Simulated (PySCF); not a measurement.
# UB3LYP/STO-6G run of SiClF2 (SMILES F[Si](F)Cl)

Aim: the vertical ionisation energy of SiClF2 at UB3LYP/STO-6G, from 2 runs. 

The calculation is run with PySCF 2.14.0.

9 further runs of the same task are left out: 1 that didn't finish, 8 set aside as unsound or not needed.

## 1. Starting point

SiClF2 has 4 atoms, charge 0, and is taken as a doublet. As SMILES, `F[Si](F)Cl`. The coordinates come from a PBE0-D4/def2-TZVP relaxation.

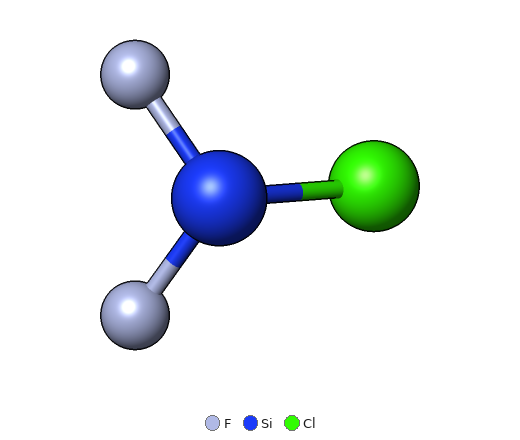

Viewed from a chosen angle; fluorine light blue, silicon blue, chlorine green.

## 2. The energy at UB3LYP/STO-6G

File input.xyz:

```xyz
4

F      1.308200     0.129000     0.798000
Si     0.221200    -0.316500    -0.265700
F     -0.871800    -1.157400     0.514900
Cl    -0.657600     1.344900    -1.047300
```

File run.py:

```python
from pyscf import gto, dft

mol = gto.Mole()
mol.atom = 'input.xyz'
mol.verbose = 3
mol.max_memory = 1860
mol.charge = 0
mol.spin = 1
mol.basis = 'sto-6g'
mol.build()

calc0 = dft.UKS(mol)
calc0.xc = 'b3lyp'
calc0.grids.level = 5
calc0.conv_tol = 1e-10
calc0.kernel()
if not calc0.converged:
    calc0 = calc0.newton().run(calc0.mo_coeff, calc0.mo_occ)

energy = calc0.e_tot
print(f'total energy: {energy:.8f} hartree')
```

Run with:

```
$ OMP_NUM_THREADS=1 python run.py
```

What it wrote:

```text
WARN: HOMO -0.199735203074796 >= LUMO -0.199735203074793

converged SCF energy = -945.72169594165  <S^2> = 0.7515404  2S+1 = 2.0015398
total energy: -945.72169594 hartree
```

It took 9 s on 1 thread of Arm Neoverse V1, shared host; peak memory 0.24 GiB.

## 3. The singlet cation

File run.py:

```python
from pyscf import gto, dft

mol = gto.Mole()
mol.atom = '''
F    1.308200   0.129000   0.798000
Si   0.221200  -0.316500  -0.265700
F   -0.871800  -1.157400   0.514900
Cl  -0.657600   1.344900  -1.047300
'''
mol.basis = 'sto-6g'
mol.verbose = 4
mol.max_memory = 1860
mol.charge = 1
mol.build()

mf = dft.RKS(mol, xc='b3lyp')
mf.grids.level = 5
mf.conv_tol = 1e-10
mf.kernel()
if not mf.converged:
    mf = mf.newton().run(mf.mo_coeff, mf.mo_occ)

etot = mf.e_tot
print(f'total energy: {etot:.8f} hartree')
```

Run with:

```
$ OMP_NUM_THREADS=1 python run.py
```

What it wrote:

```text
PySCF version 2.14.0

[INPUT] num. atoms = 4
[INPUT] num. electrons = 48
[INPUT] charge = 1
[INPUT] spin (= nelec alpha-beta = 2S) = 0
[INPUT] symmetry False subgroup None
[INPUT] Mole.unit = angstrom
[INPUT] Symbol           X                Y                Z      unit          X                Y                Z       unit  Magmom
[INPUT]  1 F      1.308200000000   0.129000000000   0.798000000000 AA    2.472139716156   0.243774670069   1.508001447403 Bohr   0.0
[INPUT]  2 Si     0.221200000000  -0.316500000000  -0.265700000000 AA    0.418007418754  -0.598098318425  -0.502100231297 Bohr   0.0
[INPUT]  3 F     -0.871800000000  -1.157400000000   0.514900000000 AA   -1.647463235396  -2.187169016572   0.973019981539 Bohr   0.0
[INPUT]  4 Cl    -0.657600000000   1.344900000000  -1.047300000000 AA   -1.242683899514   2.541492664928  -1.979110170257 Bohr   0.0

[... 62 lines left out ...]
converged SCF energy = -945.465219446393
total energy: -945.46521945 hartree
```

Run time: 6 s. Hardware: 1 thread of Arm Neoverse V1, shared host; peak memory 0.23 GiB.

## 4. Results

Level: UB3LYP/STO-6G.

| quantity | value |
| --- | --- |
| doublet SiClF2: total energy | -945.72170 Eh |
| doublet SiClF2: dipole moment | 2.42 D |
| doublet SiClF2: HOMO energy (highest over α and β) | -3.50 eV |
| doublet SiClF2: LUMO energy (lowest over α and β) | -0.42 eV |
| doublet SiClF2: ⟨S²⟩ | 0.752 |
| singlet cation: total energy | -945.46522 Eh |
| singlet cation: HOMO energy | -14.50 eV |
| singlet cation: LUMO energy | -10.38 eV |
| singlet cation: HOMO–LUMO gap | 4.12 eV |
| vertical ionisation energy (to the singlet cation) | 6.979 eV |

The vertical ionisation energy comes to 6.98 eV (673 kJ/mol). Only the singlet of the ionised species was computed; a triplet could lie lower. In a minimal basis such a difference can be off by several eV, whatever the method. Mulliken charges (doublet SiClF2) run from -0.37 on Cl4 to +0.81 on Si2.
